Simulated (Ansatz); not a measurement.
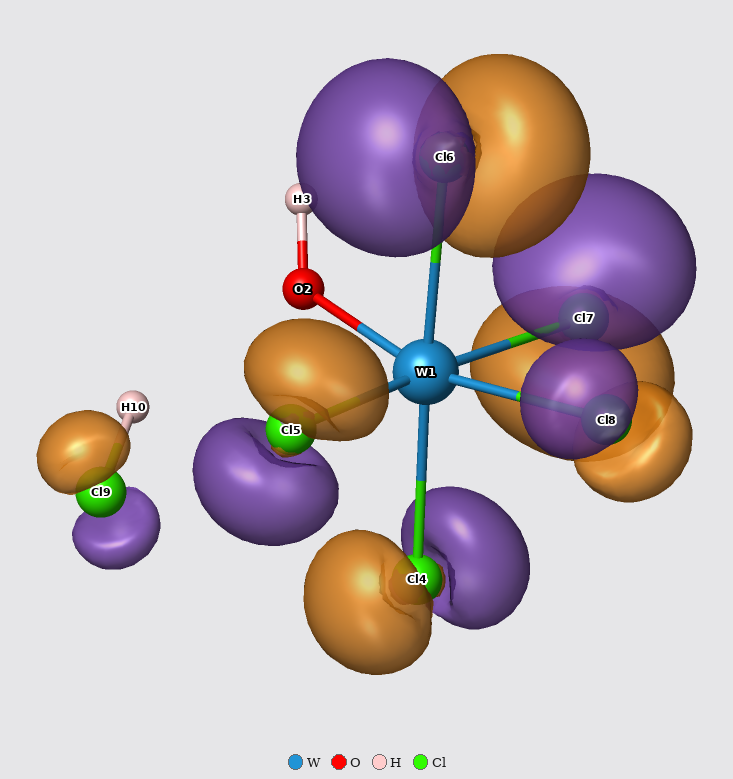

Figure 1: Cl5HOW···HCl. One frontier orbital at ±0.1 Å⁻³ᐟ² (orange and purple are the two phases), seen at a tilt.

Core potentials replace the inner electrons of W; not at a stationary point (largest force 1.6 eV/Å).

Theory: Ansatz, RHF/def2-SVP.

```xyz
10

W    -0.0364   -0.0047   -0.1453
O    -0.0894    0.0703    1.7405
H    -0.7595   -0.2660    2.3262
Cl    2.2213   -0.0516   -0.4360
Cl   -0.1190    2.2180   -0.6518
Cl   -2.3921   -0.0188    0.0787
Cl    0.0066   -2.3401    0.1323
Cl   -0.4593   -0.4958   -2.3640
Cl    1.8929    2.2015    1.9885
H     1.5124    1.2051    2.7624
```

Q: Which orbital is it: HOMO or LUMO?

A: The HOMO, at −12.08 eV. By Hirshfeld shares it lies mainly on Cl6 (about 35 %), Cl7 (about 35 %), Cl4 (about 10 %) and Cl5 (about 10 %); largely a combination of lone pairs on Cl6, Cl7, Cl4 and Cl5.
